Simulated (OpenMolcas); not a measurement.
# One shape, several levels: singlet [InNH3]+

Wanted: a comparison of 6 runs (HF/3-21G, B3LYP/def2-SVP, BHLYP/def2-SVP, M06-L/def2-SVP, PBE0/def2-SVP, SVWN5/def2-SVP) of singlet [InNH3]+. 

The calculation is run with OpenMolcas 26.06.

## Step 1: The structure to begin with

[InNH3]+ has 5 atoms, charge +1, and is taken as a singlet. As SMILES of the parent species, `[NH2][InH]`. The shape is that of a PBE0-D4/def2-TZVP optimisation. This is one conformer, not always the lowest. That shape belongs to the parent species and isn't relaxed for this state.

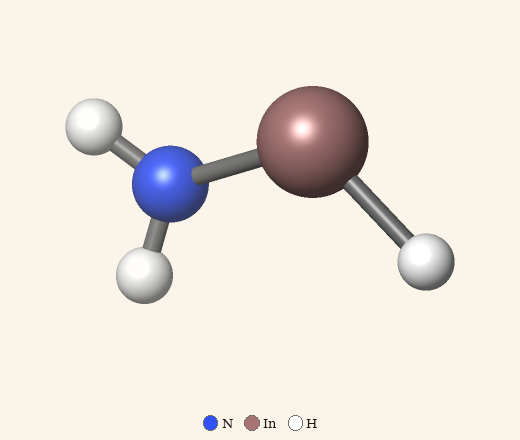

Viewed from a chosen angle; nitrogen blue, indium brown, hydrogen white.

## Step 2: The energy at HF/3-21G (run 1)

The input, job.input:

```
>>> EXPORT MOLCAS_PRINT=2
&gateway
baslib = $CurrDir
coord
5
angstrom
N       -0.299400      -0.736500       0.264700
In       0.846600       0.946400       0.296000
H       -0.846800      -0.960800      -0.554700
H        0.017600      -1.585600       0.707600
H        0.331900       2.262600      -0.755100
basis = 3-21G
group = NoSym
&seward
&scf
charge = 1
thresholds = 1e-10 1e-07 1e-07 1e-05
prorbitals = 1 1
```

The basis set 3-21G is read from a file made from the Basis Set Exchange's data (not shown).

Run with:

```console
$ export MOLCAS_MEM=1860
$ pymolcas job.input > job.log
```

What it wrote:

```text
--- Start Module: gateway ---
[...]
--- Stop Module: gateway /rc=_RC_ALL_IS_WELL_ ---
--- Start Module: seward ---
[...]
      Basis functions           46
--- Stop Module: seward /rc=_RC_ALL_IS_WELL_ ---
--- Start Module: scf ---
[...]
       Convergence after  18 Iterations
[...]
::    Total SCF energy                              -5770.3296919228
[...]
      Total spin, S                                     0.0000000000
[...]
      Total electronic charge=   58.000000
      Total            charge=    1.000000
[...]
      Dipole Moment (debye):
      Origin of the operator (angstrom)=    0.7018    0.7439    0.2813
                   X=  2.6044E+00               Y= -2.8801E-01               Z=  1.0129E+00           Total=  2.8093E+00
      Center of Charge (angstrom)
[...]
--- Stop Module: scf /rc=_RC_ALL_IS_WELL_ ---
[...]
```

Wall time 2 s (1 thread of Arm Neoverse V2, shared host); peak memory 0.38 GiB.

## Step 3: A single-point energy at B3LYP/def2-SVP (core potential) (run 2)

The input, job.inp:

```
* H3InN Kohn-Sham DFT
&GATEWAY
BasLib=$CurrDir
Coord
5
angstrom
N       -0.299400      -0.736500       0.264700
In       0.846600       0.946400       0.296000
H       -0.846800      -0.960800      -0.554700
H        0.017600      -1.585600       0.707600
H        0.331900       2.262600      -0.755100
Basis=def2-SVP
Group=NoSym
&SEWARD
GridInput
Grid=UltraFine
End of Grid
&SCF
Charge=1
KSDFT=B3LYP
Thresholds=1e-10 1e-07 1e-07 1e-05
PrOrbitals=1 2
```

The basis set def2-SVP is read from a file made from the Basis Set Exchange's data (not shown).

Run with:

```console
$ export MOLCAS_MEM=1860
$ pymolcas job.inp > job.log
```

What it wrote:

```text
--- Start Module: gateway ---
[...]
--- Stop Module: gateway /rc=_RC_ALL_IS_WELL_ ---
--- Start Module: seward ---
[...]
      Basis functions           55
--- Stop Module: seward /rc=_RC_ALL_IS_WELL_ ---
--- Start Module: scf ---
[...]
       Convergence after  19 Iterations
[...]
::    Total KS-DFT energy                            -246.3852998295
[...]
      Total spin, S                                     0.0000000000
[...]
      Total electronic charge=   30.000000
      Total            charge=    1.000000
[...]
      Dipole Moment (debye):
      Origin of the operator (angstrom)=    0.7018    0.7439    0.2813
                   X=  9.4597E-01               Y= -4.9080E-01               Z=  3.1032E-01           Total=  1.1100E+00
      Center of Charge (angstrom)
[...]
--- Stop Module: scf /rc=_RC_ALL_IS_WELL_ ---
[...]
```

It took 11 s on 1 thread of Arm Neoverse V2, shared host; peak memory 0.39 GiB.

Runs 3 to 5 aren't shown in full; the table further down has their settings and results.

## Step 4: The energy at SVWN5/def2-SVP (core potential) (run 6)

The input, geom.xyz:

```xyz
5

N     -0.299400    -0.736500     0.264700
In     0.846600     0.946400     0.296000
H     -0.846800    -0.960800    -0.554700
H      0.017600    -1.585600     0.707600
H      0.331900     2.262600    -0.755100
```

The input, test.inp:

```
&GATEWAY
BasLib = $CurrDir
Coord = geom.xyz
Basis = def2-SVP
Group = NoSym
&SEWARD
GridInput
Grid=UltraFine
End of Grid
&SCF
Charge = 1
KSDFT = SVWN5
Thresholds = 1e-10 1e-07 1e-07 1e-05
PrOrbitals = 1 2
```

The basis set def2-SVP is read from a file made from the Basis Set Exchange's data (not shown).

Run with:

```console
$ export MOLCAS_MEM=1860
$ pymolcas test.inp > test.log
```

What it wrote:

```text
--- Start Module: gateway ---
[...]
--- Stop Module: gateway /rc=_RC_ALL_IS_WELL_ ---
--- Start Module: seward ---
[...]
      Basis functions           55
--- Stop Module: seward /rc=_RC_ALL_IS_WELL_ ---
--- Start Module: scf ---
[...]
       Convergence after  25 Iterations
[...]
::    Total KS-DFT energy                            -245.5317818554
[...]
      Total spin, S                                     0.0000000000
[...]
      Total electronic charge=   30.000000
      Total            charge=    1.000000
[...]
      Dipole Moment (debye):
      Origin of the operator (angstrom)=    0.7018    0.7439    0.2813
                   X=  5.0877E-01               Y= -6.6123E-01               Z=  3.3442E-02           Total=  8.3498E-01
      Center of Charge (angstrom)
[...]
--- Stop Module: scf /rc=_RC_ALL_IS_WELL_ ---
[...]
```

Run time: 9.6 s. Hardware: 1 thread of Arm Neoverse V2, shared host; peak memory 0.39 GiB.

## Step 5: Overview of the runs

```tsv
run	level	integration grid	energy (Eh)	HOMO energy (eV)	LUMO energy (eV)	HOMO–LUMO gap (eV)	wall time
1	HF/3-21G	–	-5770.329692	-15.39	-6.71	8.69	2 s
2	B3LYP/def2-SVP (core potential)	UltraFine	-246.385300	-12.64	-10.21	2.43	11 s
3	BHLYP/def2-SVP (core potential)	UltraFine	-246.199401	-13.94	-9.16	4.78	11 s
4	M06-L/def2-SVP (core potential)	UltraFine	-246.459024	-11.75	-10.43	1.32	17 s
5	PBE0/def2-SVP (core potential)	UltraFine	-246.250098	-12.81	-9.88	2.92	11 s
6	SVWN5/def2-SVP (core potential)	UltraFine	-245.531782	-11.84	-10.87	0.97	9.6 s
```

## Step 6: Results

| quantity | value |
| --- | --- |
| run 6: total energy | -245.53178 Eh |
| run 6: HOMO energy | -11.84 eV |
| run 6: LUMO energy | -10.87 eV |
| run 6: HOMO–LUMO gap | 0.97 eV |

In words: The HOMO–LUMO gap runs from 0.97 eV (SVWN5/def2-SVP) to 8.69 eV (HF/3-21G). The two ends differ in method and basis and core potential. Totals of different functionals can't be ranked against each other. Some runs of one species differ in core potentials or relativity; totals across that change don't compare. In run 1 relativity is left out where basis or elements ask for it. All runs together took 61 s, the longest 17 s.
